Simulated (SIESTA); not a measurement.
Band structure of HgSe (F-43m, 2 atoms in the cell).

```yaml
crystal:
  lattice:
    - [0.00000, 2.99106, 2.99106]
    - [2.99106, 0.00000, 2.99106]
    - [2.99106, 2.99106, 0.00000]
  atoms:
    - { symbol: Hg, position: [0.00000, 0.00000, 0.00000] }
    - { symbol: Se, position: [0.25000, 0.25000, 0.25000] }
```

Level of theory: GGA PBE, numerical atomic orbitals DZP, PseudoDojo PBE standard norm-conserving potentials (rewritten from UPF to PSML) run with SIESTA.

Settings: XC.functional = GGA; XC.authors = PBE; potentials = PseudoDojo PBE standard; PAO.BasisSize = DZP; PAO.EnergyShift = 0.005 Ry; MeshCutoff = 400 Ry; kgrid.MonkhorstPack = 8 8 8; OccupationFunction = FD; ElectronicTemperature = 232.09 K; MaxSCFIterations = 150; SCF.Mixer.Method = Pulay; SCF.Mixer.Weight = 0.2; SCF.Mixer.History = 8; SCF.DM.Tolerance = 1.0E-04.

The starting cell has typed, rounded lattice constants, without a prior relaxation at this level. Its lattice was rescaled by a random factor within 2.5 % of one. Spin-orbit coupling is off. Values carry the incompleteness of an atom-centred basis. The run gives no clean gap (levels at the Fermi energy touch, overlap or are partly filled at this smearing), which alone does not show that the compound is a metal.

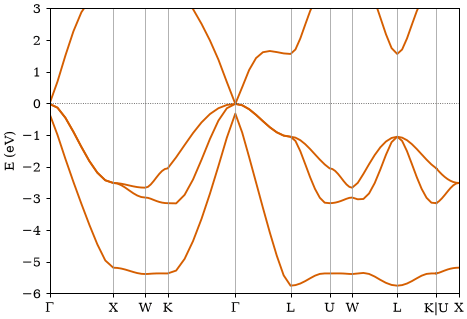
Bands along the path, energies from the Fermi level.

Levels in eV from the Fermi level, bands 15 to 20:
| point | 15 | 16 | 17 | 18 | 19 | 20 |
|---|---|---|---|---|---|---|
| Γ | -6.95 | -0.32 | -0.01 | -0.01 | -0.01 | 6.26 |
| X | -6.51 | -5.19 | -2.51 | -2.51 | 3.35 | 3.45 |
| W | -6.25 | -5.39 | -2.97 | -2.66 | 4.36 | 5.84 |
| K | -6.34 | -5.37 | -3.15 | -2.05 | 3.59 | 5.11 |
| L | -6.55 | -5.75 | -1.05 | -1.05 | 1.56 | 7.08 |
| U | -6.34 | -5.37 | -3.15 | -2.05 | 3.59 | 5.11 |

No band crosses the Fermi level by more than 0.03 eV along this path.

Higher empty bands are left out: an atom-centred basis made for the valence describes them poorly.
